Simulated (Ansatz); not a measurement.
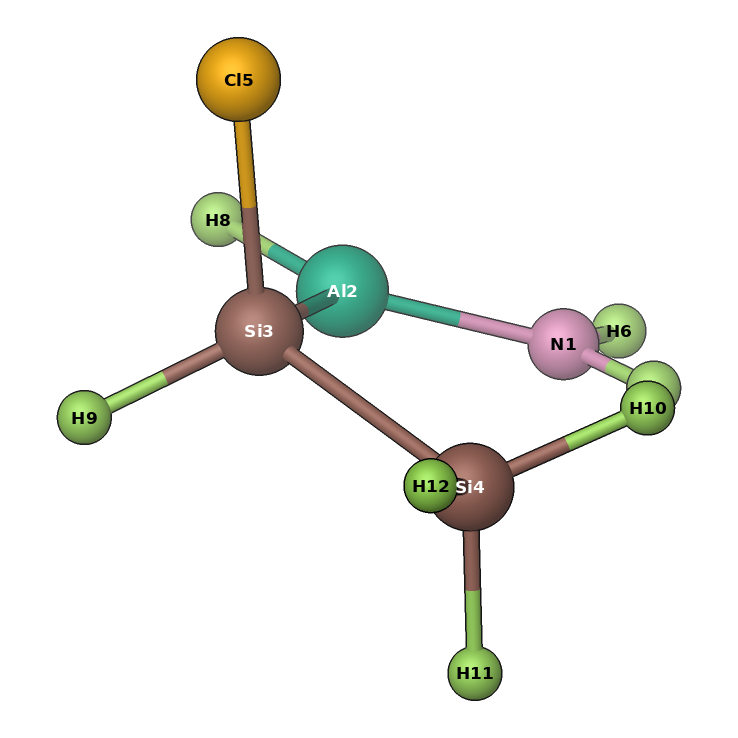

Al2 lies behind Si3. The molecule seen a little off the Si3–Al2 bond, Si3 in front. Atoms fade into the background with distance from the viewer. Computed geometry: PBE0-D4/def2-TZVP optimisation. No frequency run is at hand to confirm it as a minimum.

**What is the torsion angle Cl5–Si3–Al2–N1? The sign is positive where the front bond must turn clockwise to cover the back bond.**

106°, anticlinal.
